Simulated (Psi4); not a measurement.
Interaction energy of C2H4 ··· Li+ (SMILES C=C and [Li+]) (charge +1), singlet. Monomers: optimised at B3LYP-D3(BJ) (def2-TZVP), held rigid. Orientation: lowest of the rigid-body minima from ten starts at GFN2-xTB (searched outside a hard wall at short contacts). Only R, the distance of the centres of mass, is varied, so the lowest point isn't the relaxed dimer. The shortest distances reach bonding range, where SAPT0 and rigid monomers are unreliable.

Method: SAPT0/jun-cc-pVDZ, all electrons correlated in Psi4 1.11.

Components in kJ/mol:

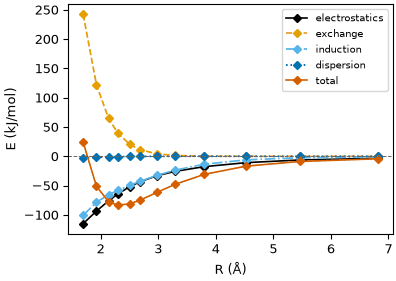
Fig. 1. Components of the interaction energy.

```csv
R / Å,electrostatics,exchange,induction,dispersion,total
1.70,-114.77,242.23,-100.63,-2.92,23.91
1.93,-93.54,122.19,-78.27,-1.38,-51.00
2.14,-76.04,65.05,-65.64,-0.74,-77.37
2.30,-64.36,39.72,-58.11,-0.48,-83.24
2.51,-51.68,20.30,-49.40,-0.29,-81.06
2.68,-43.59,11.57,-42.90,-0.20,-75.11
2.98,-33.14,4.18,-32.56,-0.10,-61.61
3.29,-25.75,1.49,-23.70,-0.05,-48.03
3.80,-17.67,0.31,-13.47,-0.02,-30.85
4.53,-10.78,0.04,-6.02,-0.01,-16.76
5.46,-6.25,0.00,-2.50,0.00,-8.75
6.82,-3.27,0.00,-0.95,0.00,-4.22
```
